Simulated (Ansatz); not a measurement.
**FH5O3Si (built from SMILES F.O[SiH](O)O): search for a transition state**

Is there a first-order saddle for this four-centre ligand exchange, which should form Si1–F7, H2–H6 and break Si1–H2, H6–F7, and which two structures does it connect?

Computed with Ansatz 0.2.0, Gaussian basis. Level: PBE0-D4, def2-SVP first, then def2-TZVP.

152 further runs of the same task are left out: 152 set aside as unsound or not needed.

### Step 1. Where the work starts

The guess: 10 atoms, charge 0, spin multiplicity 1.

Atoms are counted from 1 here; the program's logs count them from 0.

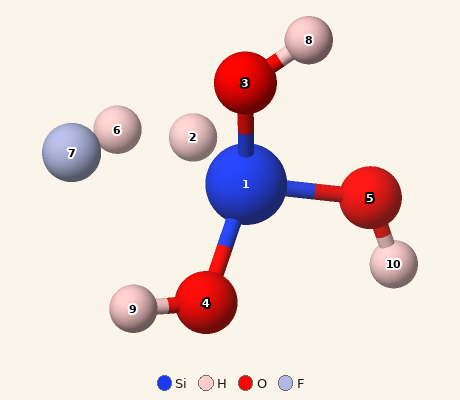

As it starts; silicon blue, hydrogen pink, oxygen red, fluorine light blue; atoms are numbered from 1 in the order of the file.

Coordinates:

```xyz
10
FH5O3Si
Si    0.0479   -0.2470   -0.0441
H     0.4102    1.4505   -0.7104
O     1.0374   -0.4946    1.1887
O    -1.5175   -0.5929   -0.0524
O     0.6866   -1.0728   -1.2912
H     0.0086    1.9116    0.0934
F    -0.6389    1.4384    1.2088
H     1.8718   -0.9258    1.0221
H    -2.0483   -0.1788    0.6282
H     0.1421   -1.2885   -2.0430
```

Distances that are to change: Si1–F7 2.21 Å, H2–H6 1.01 Å, Si1–H2 1.86 Å, H6–F7 1.37 Å.

### Step 2. Relaxing the guess with the reacting distances held

Contents of hold/in.yaml:

```yaml
crystal:
  periodic: [false, false, false]
  atoms:
    - {symbol: Si, position_ang: [0.047900, -0.247000, -0.044100]}
    - {symbol: H, position_ang: [0.410200, 1.450500, -0.710400]}
    - {symbol: O, position_ang: [1.037400, -0.494600, 1.188700]}
    - {symbol: O, position_ang: [-1.517500, -0.592900, -0.052400]}
    - {symbol: O, position_ang: [0.686600, -1.072800, -1.291200]}
    - {symbol: H, position_ang: [0.008600, 1.911600, 0.093400]}
    - {symbol: F, position_ang: [-0.638900, 1.438400, 1.208800]}
    - {symbol: H, position_ang: [1.871800, -0.925800, 1.022100]}
    - {symbol: H, position_ang: [-2.048300, -0.178800, 0.628200]}
    - {symbol: H, position_ang: [0.142100, -1.288500, -2.043000]}
basis:
  gaussian: {orbitals: def2-SVP}
hamiltonian: {xc: pbe0, dispersion: d4}
relax: {f_tol: 0.04, max_steps: 150, escape_saddle: false, constraints: [{distance: [0, 6]}, {distance: [1, 5]}, {distance: [0, 1]}, {distance: [5, 6]}]}
```

The run is started by

```console
ansatz run in.yaml --threads 4 --pin off --events-out ev --progress --plain --max-ram 9574MiB
```

Standard output (excerpt; [...] marks lines left out):

```text
Functional definition: PBE0
  name "PBE0"
  cite "Adamo & Barone, J. Chem. Phys. 110, 6158 (1999) doi:10.1063/1.478522"
  cite "Perdew, Burke & Ernzerhof, Phys. Rev. Lett. 77, 3865 (1996) doi:10.1103/PhysRevLett.77.3865"
  parent pbe
[...]
1007 factors; integrals over basis functions are off by at most 3.2e-4 eV
[...]
mean field -16796.94052170 eV, -617.2761787972 hartree, gradient 5.8e-5 eV, S^2 0.000000; 0 other end points of the search recorded, 0 dependent functions left out
[...]
reference -16796.94054416 eV, -617.2761796228 hartree; 26, 26 occupied and 73, 73 virtual orbitals, 1007 factors
relax step   1: F+E_penalty+E_count = -16797.11111413 eV  Δ(F+E_penalty+E_count) = +0.000e0 eV  max|allowed force component| = 1.077e0 eV/Å  Δτ_max = 0.0000 Å  (25 SCF iters, accepted)
[...]
relax step   5: F+E_penalty+E_count = -16797.43462311 eV  Δ(F+E_penalty+E_count) = -1.089e-2 eV  max|allowed force component| = 2.074e-1 eV/Å  Δτ_max = 0.0440 Å  (29 SCF iters, accepted)
[...]
relax step   6: F+E_penalty+E_count = -16797.43942614 eV  Δ(F+E_penalty+E_count) = -4.803e-3 eV  max|allowed force component| = 3.219e-2 eV/Å  Δτ_max = 0.0279 Å  (29 SCF iters, accepted)
  distance Si 0 - F 6 held at 2.209531 Å   reaction = +1.1520e0 eV/Å
  distance H 1 - H 5 held at 1.009946 Å   reaction = +1.1184e0 eV/Å
  distance Si 0 - H 1 held at 1.859227 Å   reaction = +7.0810e-1 eV/Å
  distance H 5 - F 6 held at 1.373787 Å   reaction = +1.3611e0 eV/Å
1007 factors; integrals over basis functions are off by at most 4.2e-4 eV
[...]
mean field -16797.28103691 eV, -617.2886925003 hartree, gradient 1.3e-5 eV, S^2 0.000000; 1 other end points of the search recorded, 0 dependent functions left out
[...]
reference -16797.28105886 eV, -617.2886933071 hartree; 26, 26 occupied and 73, 73 virtual orbitals, 1007 factors
Total energy: -16797.43944809 eV, -617.2945140040 hartree
Atom 0 at     0.070497    -0.209840     0.012704 Å, force    -0.272978     1.506086     0.311721 eV/Å
Atom 1 at     0.405014     1.425804    -0.805520 Å, force    -0.678249    -0.313870     1.238036 eV/Å
Atom 2 at     1.130561    -0.446645     1.227565 Å, force    -0.022184     0.011004     0.007293 eV/Å
Atom 3 at    -1.507705    -0.626522    -0.005714 Å, force    -0.025750    -0.009669     0.010481 eV/Å
Atom 4 at     0.746934    -0.971783    -1.284009 Å, force     0.008948    -0.004740     0.019107 eV/Å
Atom 5 at    -0.089028     1.683713     0.036736 Å, force    -0.103986    -0.522111     0.244698 eV/Å
Atom 6 at    -0.744531     1.450577     1.221327 Å, force     1.068117    -0.638513    -1.802162 eV/Å
Atom 7 at     1.822306    -1.072478     0.984553 Å, force     0.032187    -0.026096    -0.004277 eV/Å
Atom 8 at    -1.973625    -0.036557     0.608525 Å, force     0.002632     0.008917    -0.008001 eV/Å
Atom 9 at     0.139476    -1.196169    -1.996067 Å, force    -0.008738    -0.011009    -0.016895 eV/Å
Dipole moment:     0.131273    -0.282989    -0.519643 e Å
```

Run time: 8.5 s. Hardware: 4 threads of Arm Neoverse V2, shared host.

Step by step:

| step | energy from step 1 (eV) | largest force component (eV/Å) |
| --- | --- | --- |
| 1 | 0.0000 | 1.0774 |
| 2 | -0.2502 | 0.5269 |
| 3 | -0.2895 | 0.2980 |
| 4 | -0.3126 | 0.2902 |
| 5 | -0.3235 | 0.2074 |
| 6 | -0.3283 | 0.0322 |

Distances of close pairs at the start and the end, largest changes first:

```
  bond  before (Å)  after (Å)  change (Å)
Si1–O3       1.600      1.630      +0.030
Si1–O4       1.603      1.632      +0.029
Si1–O5       1.626      1.649      +0.023
 O4–H9       0.957      0.971      +0.013
 O3–H8       0.954      0.964      +0.010
O5–H10       0.953      0.962      +0.009
```

### Step 3. A starting Hessian

Contents of hessian/in.yaml:

```yaml
crystal:
  periodic: [false, false, false]
  atoms:
    - {symbol: Si, position_ang: [0.070497, -0.209840, 0.012704]}
    - {symbol: H, position_ang: [0.405014, 1.425804, -0.805520]}
    - {symbol: O, position_ang: [1.130561, -0.446645, 1.227565]}
    - {symbol: O, position_ang: [-1.507705, -0.626522, -0.005714]}
    - {symbol: O, position_ang: [0.746934, -0.971783, -1.284009]}
    - {symbol: H, position_ang: [-0.089028, 1.683713, 0.036736]}
    - {symbol: F, position_ang: [-0.744531, 1.450577, 1.221327]}
    - {symbol: H, position_ang: [1.822306, -1.072478, 0.984553]}
    - {symbol: H, position_ang: [-1.973625, -0.036557, 0.608525]}
    - {symbol: H, position_ang: [0.139476, -1.196169, -1.996067]}
basis:
  gaussian: {orbitals: def2-SVP}
hamiltonian: {xc: pbe0, dispersion: d4}
phonons: {}
scf: {lower_state_search: off}
```

The run is started by

```console
ansatz run in.yaml --threads 4 --pin off --events-out ev --progress --plain --max-ram 9574MiB
```

Standard output (excerpt; [...] marks lines left out):

```text
[... 5 set-up lines as earlier in the session ...]
[...]
1005 factors; integrals over basis functions are off by at most 4.2e-4 eV
[...]
mean field -16797.28103118 eV, -617.2886922900 hartree, gradient 1.5e-6 eV, S^2 0.000000; 0 other end points of the search recorded, 0 dependent functions left out
[...]
reference -16797.28105314 eV, -617.2886930969 hartree; 26, 26 occupied and 73, 73 virtual orbitals, 1005 factors
[... from here to the last solve, the lines of the solves are left out (59 solves) ...]
1005 factors; integrals over basis functions are off by at most 4.2e-4 eV
mean field -16797.28097814 eV, -617.2886903406 hartree, gradient 1.2e-6 eV, S^2 0.000000; 0 other end points of the search recorded, 0 dependent functions left out
[...]
WARN: phonons: modes at or below zero, which the zero-point energy, F, S and C_V leave out: 1, the lowest at -1204.72 cm⁻¹. A minimum has none, and a first-order saddle one
[...]
Atom 3 at    -1.507705    -0.626522    -0.005714 Å, force    -0.025746    -0.009697     0.010500 eV/Å
Atom 4 at     0.746934    -0.971783    -1.284009 Å, force     0.008884    -0.004723     0.019122 eV/Å
Atom 5 at    -0.089028     1.683713     0.036736 Å, force    -0.104075    -0.522110     0.244616 eV/Å
Atom 6 at    -0.744531     1.450577     1.221327 Å, force     1.068140    -0.638486    -1.802112 eV/Å
Atom 7 at     1.822306    -1.072478     0.984553 Å, force     0.032250    -0.026128    -0.004213 eV/Å
Atom 8 at    -1.973625    -0.036557     0.608525 Å, force     0.002731     0.008882    -0.007960 eV/Å
Atom 9 at     0.139476    -1.196169    -1.996067 Å, force    -0.008732    -0.011013    -0.016915 eV/Å
Dipole moment:     0.131271    -0.282989    -0.519644 e Å
Vibrations: -1204.72 145.41 179.38 265.99 303.94 347.27 366.30 390.62 431.71 585.98 616.89 808.37 834.24 873.92 911.50 934.67 1026.94 1074.77 1323.23 1644.44 1834.39 3803.79 3907.97 3926.59 cm⁻¹, zero-point energy 1.645166 eV
Checks for a lower state left out: stability, starts, cluster_reference, orbital_swaps, neighbouring_geometries, increment
```

It took 40 s on 4 threads of Arm Neoverse V2, shared host.

The structure is not stationary yet, so these wavenumbers are no spectrum; the search needs only the force constants.

### Step 4. Saddle search in the small basis

The search itself is an outer loop (partitioned rational-function steps, Bofill update of the Hessian). Each step is one single-point run with forces. It stops when the largest force is under 0.04 eV/Å and the followed curvature is negative. The first step's input:

Contents of presaddle/in.yaml:

```yaml
crystal:
  periodic: [false, false, false]
  atoms:
    - {symbol: Si, position_ang: [0.070497, -0.209840, 0.012704]}
    - {symbol: H, position_ang: [0.405014, 1.425804, -0.805520]}
    - {symbol: O, position_ang: [1.130561, -0.446645, 1.227565]}
    - {symbol: O, position_ang: [-1.507705, -0.626522, -0.005714]}
    - {symbol: O, position_ang: [0.746934, -0.971783, -1.284009]}
    - {symbol: H, position_ang: [-0.089028, 1.683713, 0.036736]}
    - {symbol: F, position_ang: [-0.744531, 1.450577, 1.221327]}
    - {symbol: H, position_ang: [1.822306, -1.072478, 0.984553]}
    - {symbol: H, position_ang: [-1.973625, -0.036557, 0.608525]}
    - {symbol: H, position_ang: [0.139476, -1.196169, -1.996067]}
basis:
  gaussian: {orbitals: def2-SVP}
hamiltonian: {xc: pbe0, dispersion: d4}
output: {forces: true}
scf: {lower_state_search: off}
```

The run is started by

```console
ansatz run in.yaml --threads 4 --pin off --events-out ev --progress --plain --max-ram 9574MiB
```

The driver's record:

| step | energy (eV) | largest force (eV/Å) | followed curvature (eV/Å²) |
| --- | --- | --- | --- |
| 1 | -16797.43941 | 1.8021 | -10.99 |
| 2 | -16797.81598 | 0.8303 | -10.95 |
| 3 | -16797.77483 | 1.6743 | -10.95 |
| 4 | -16797.87029 | 0.5896 | -11.29 |
| 5 | -16797.88474 | 0.3233 | -11.39 |
| 6 | -16797.89378 | 0.2490 | -11.43 |
| 7 | -16797.89255 | 0.1657 | -11.48 |
| 8 | -16797.89737 | 0.0656 | -11.47 |
| 9 | -16797.89773 | 0.0582 | -11.47 |
| 10 | -16797.89702 | 0.1071 | -11.48 |
| 11 | -16797.89803 | 0.0156 | -11.49 |

The 11 steps took 8.2 s in all (4 threads of Arm Neoverse V2, shared host).

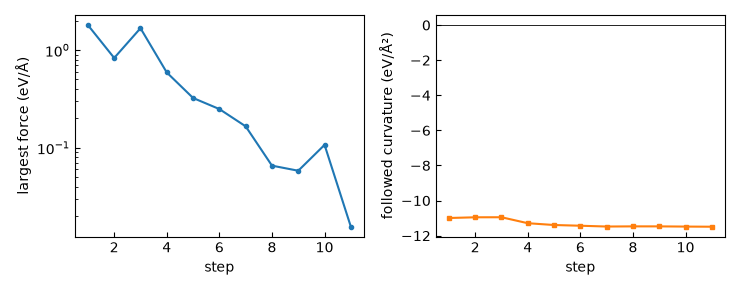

Largest force and followed curvature during the search.

### Step 5. Saddle search in triple zeta

A small driver takes partitioned rational-function steps: uphill along one mode, downhill along the rest. It calls the program once a step for energy and forces and updates the Hessian by Bofill's formula. It stops when the largest force is under 0.01 eV/Å and the followed curvature is negative. The first step's input:

Contents of saddle/in.yaml:

```yaml
crystal:
  periodic: [false, false, false]
  atoms:
    - {symbol: Si, position_ang: [0.068700, -0.071761, 0.025777]}
    - {symbol: H, position_ang: [0.374417, 1.384042, -0.753254]}
    - {symbol: O, position_ang: [1.145872, -0.394577, 1.223279]}
    - {symbol: O, position_ang: [-1.485709, -0.618470, -0.050163]}
    - {symbol: O, position_ang: [0.741920, -0.899472, -1.253250]}
    - {symbol: H, position_ang: [-0.053273, 1.702718, 0.072481]}
    - {symbol: F, position_ang: [-0.566785, 1.395491, 1.110439]}
    - {symbol: H, position_ang: [1.751499, -1.091763, 0.944930]}
    - {symbol: H, position_ang: [-2.076492, -0.179023, 0.570763]}
    - {symbol: H, position_ang: [0.099751, -1.227084, -1.890901]}
basis:
  gaussian: {orbitals: def2-TZVP}
hamiltonian: {xc: pbe0, dispersion: d4}
output: {forces: true}
scf: {lower_state_search: off}
```

The run is started by

```console
ansatz run in.yaml --threads 4 --pin off --events-out ev --progress --plain --max-ram 9574MiB
```

Step by step:

```csv
step,energy (eV),largest force (eV/Å),followed curvature (eV/Å²)
1,-16812.20866,0.5284,-11.49
2,-16812.22560,0.1542,-11.46
3,-16812.22807,0.0714,-11.45
4,-16812.20897,0.6412,-11.45
5,-16812.22633,0.2076,-11.45
6,-16812.21932,0.5077,-11.46
7,-16812.22798,0.0492,-11.46
8,-16812.21607,0.2579,-11.46
9,-16812.22701,0.0788,-11.46
10,-16812.22856,0.0408,-11.46
11,-16812.22863,0.0345,-11.46
12,-16812.22866,0.0262,-11.46
13,-16812.22866,0.0127,-11.46
14,-16812.22868,0.0027,-11.46
```

The 14 steps took 23 s in all (4 threads of Arm Neoverse V2, shared host).

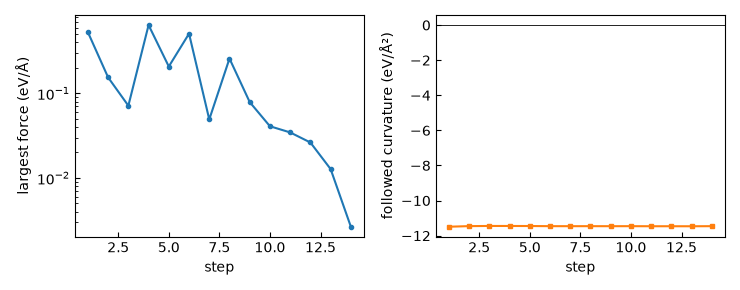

Largest force and followed curvature during the search.

The point found:

```xyz
10

Si    0.0636   -0.0854    0.0215
H     0.3685    1.3629   -0.7548
O     1.1259   -0.3941    1.2095
O    -1.4742   -0.6184   -0.0348
O     0.7299   -0.8965   -1.2500
H    -0.0470    1.6870    0.0680
F    -0.5563    1.4133    1.1140
H     1.7527   -1.0801    0.9654
H    -2.0738   -0.1831    0.5749
H     0.1107   -1.2054   -1.9137
```

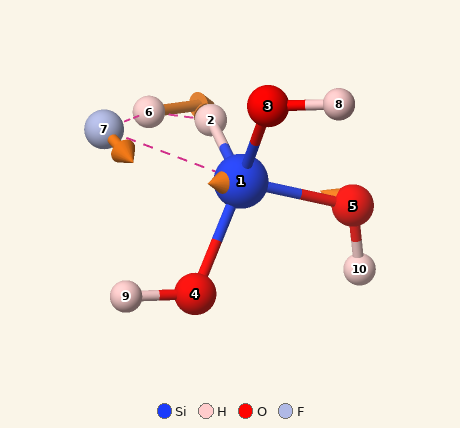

The point found; broken lines mark the pairs that react, arrows the followed mode.

### Step 6. Vibrations at the point found

Contents of vib/in.yaml:

```yaml
crystal:
  periodic: [false, false, false]
  atoms:
    - {symbol: Si, position_ang: [0.063596, -0.085358, 0.021503]}
    - {symbol: H, position_ang: [0.368477, 1.362852, -0.754751]}
    - {symbol: O, position_ang: [1.125871, -0.394063, 1.209512]}
    - {symbol: O, position_ang: [-1.474169, -0.618420, -0.034813]}
    - {symbol: O, position_ang: [0.729867, -0.896548, -1.249975]}
    - {symbol: H, position_ang: [-0.047011, 1.686980, 0.067981]}
    - {symbol: F, position_ang: [-0.556313, 1.413259, 1.114015]}
    - {symbol: H, position_ang: [1.752707, -1.080062, 0.965412]}
    - {symbol: H, position_ang: [-2.073794, -0.183126, 0.574944]}
    - {symbol: H, position_ang: [0.110669, -1.205414, -1.913728]}
basis:
  gaussian: {orbitals: def2-TZVP}
hamiltonian: {xc: pbe0, dispersion: d4}
phonons: {temperatures: {t_min: 298.15, t_max: 900, t_step: 200}}
```

The run is started by

```console
ansatz run in.yaml --threads 4 --pin off --events-out ev --progress --plain --max-ram 9574MiB
```

Standard output (excerpt; [...] marks lines left out):

```text
[... 5 set-up lines as earlier in the session ...]
[...]
1097 factors; their error is unknown
[...]
mean field -16812.08050394 eV, -617.8325628822 hartree, gradient 4.1e-5 eV, S^2 0.000000; 0 other end points of the search recorded, 0 dependent functions left out
[...]
reference -16812.08052986 eV, -617.8325638348 hartree; 26, 26 occupied and 165, 165 virtual orbitals, 1097 factors
[... from here to the last solve, the lines of the solves are left out (59 solves) ...]
1097 factors; their error is unknown
mean field -16812.08041878 eV, -617.8325597526 hartree, gradient 1.9e-6 eV, S^2 0.000000; 0 other end points of the search recorded, 0 dependent functions left out
[...]
WARN: phonons: modes at or below zero, which the zero-point energy, F, S and C_V leave out: 1, the lowest at -943.50 cm⁻¹. A minimum has none, and a first-order saddle one
[...]
Atom 2 at     1.125871    -0.394063     1.209512 Å, force    -0.002023     0.001224     0.000017 eV/Å
Atom 3 at    -1.474169    -0.618420    -0.034813 Å, force     0.002478     0.002433    -0.000258 eV/Å
Atom 4 at     0.729867    -0.896548    -1.249975 Å, force    -0.002652    -0.001877    -0.002327 eV/Å
Atom 5 at    -0.047011     1.686980     0.067981 Å, force    -0.000062    -0.000769     0.000650 eV/Å
Atom 6 at    -0.556313     1.413259     1.114015 Å, force    -0.000296    -0.000041    -0.000326 eV/Å
Atom 7 at     1.752707    -1.080062     0.965412 Å, force     0.001887    -0.000507    -0.000711 eV/Å
Atom 8 at    -2.073794    -0.183126     0.574944 Å, force    -0.001660    -0.000473     0.000572 eV/Å
Atom 9 at     0.110669    -1.205414    -1.913728 Å, force     0.002418     0.001089     0.002027 eV/Å
Dipole moment:    -0.103800    -0.057756    -0.306519 e Å
Vibrations: -943.50 185.99 223.87 284.61 357.88 369.90 403.50 455.13 467.97 488.17 616.90 819.20 866.39 872.16 921.19 1010.06 1041.13 1157.88 1202.22 1876.90 2094.66 3895.09 3907.56 3917.19 cm⁻¹, zero-point energy 1.700789 eV
```

Run time: 97 s. Hardware: 4 threads of Arm Neoverse V2, shared host.

Wavenumbers and character of the modes:

```
mode  wavenumber (cm⁻¹)                                                            character
   1               944i                                         changes H2–H6, Si1–H2, H6–F7
   2                186                                                                 bend
   3                224                                                    torsion with bend
   4                285  not assigned (largely outside the bonds, angles and torsions drawn)
   5                358                                                    torsion with bend
   6                370                                                              torsion
   7                404                                                    torsion with bend
   8                455                                                    bend with torsion
   9                468                                                              torsion
  10                488                                                              torsion
  11                617  not assigned (largely outside the bonds, angles and torsions drawn)
  12                819                                                         Si–O stretch
  13                866                                               bend with Si–O stretch
  14                872                                               bend with Si–O stretch
  15                921                                                                 bend
  16               1010                                               bend with Si–O stretch
  17               1041                                               Si–O stretch with bend
  18               1158  not assigned (largely outside the bonds, angles and torsions drawn)
  19               1202                                                         Si–H stretch
  20               1877  not assigned (largely outside the bonds, angles and torsions drawn)
  21               2095  not assigned (largely outside the bonds, angles and torsions drawn)
  22               3895                                                          O–H stretch
  23               3908                                                          O–H stretch
  24               3917                                                          O–H stretch
```

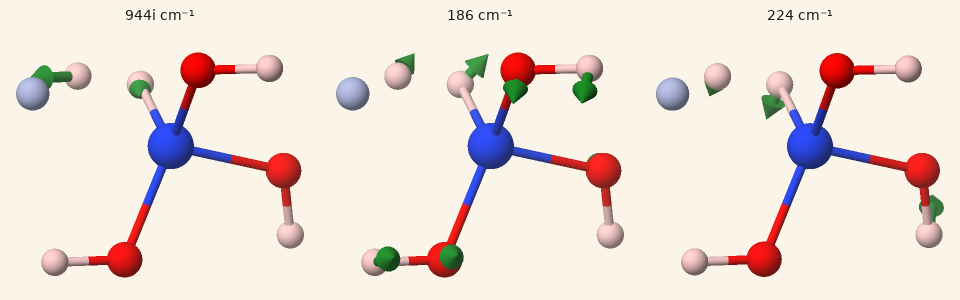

How the atoms move in 3 of the modes.

Vibrational sums (real modes only):

```csv
T (K),entropy (J/mol/K),heat capacity (J/mol/K)
298,51.9,76.2
498,100.2,111.7
698,141.4,131.5
898,176.1,144.0
```

[end of part 1 of 2]
